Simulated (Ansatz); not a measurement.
```yaml
atoms:
  - { symbol: F, position_ang: [-1.3421, -0.3247, -1.2605] }
  - { symbol: Mo, position_ang: [-0.0293, -0.0100, -0.0070] }
  - { symbol: F, position_ang: [-1.3763, 0.2840, 1.2149] }
  - { symbol: Cl, position_ang: [-0.1137, -2.2115, 0.5331] }
  - { symbol: Cl, position_ang: [1.5508, -0.3877, -1.5735] }
  - { symbol: Cl, position_ang: [-0.1350, 2.1899, -0.5493] }
  - { symbol: Cl, position_ang: [1.5070, 0.3918, 1.5966] }
```

Geometry: PBE0-D4/def2-TZVP; core potentials replace the inner electrons of Mo.

Method: RKS PBE0-D4/def2-TZVPP in Ansatz 0.2.0.

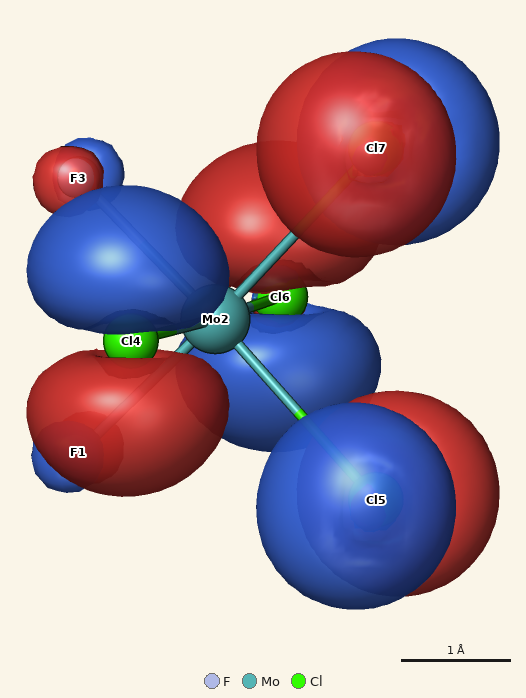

Cl4F2Mo (SMILES [F][Mo]([F])([Cl])([Cl])([Cl])[Cl]). The HOMO at ±0.1 Å⁻³ᐟ² (blue and red are the two phases), seen at an oblique angle.

### What is the character of this orbital?

Its weight (Hirshfeld) is mainly on Cl5 (about 25 %), Cl7 (about 25 %), Cl4 (about 25 %) and Cl6 (about 25 %); largely a combination of lone pairs on Cl5, Cl7, Cl4 and Cl6. Its energy is −9.54 eV.
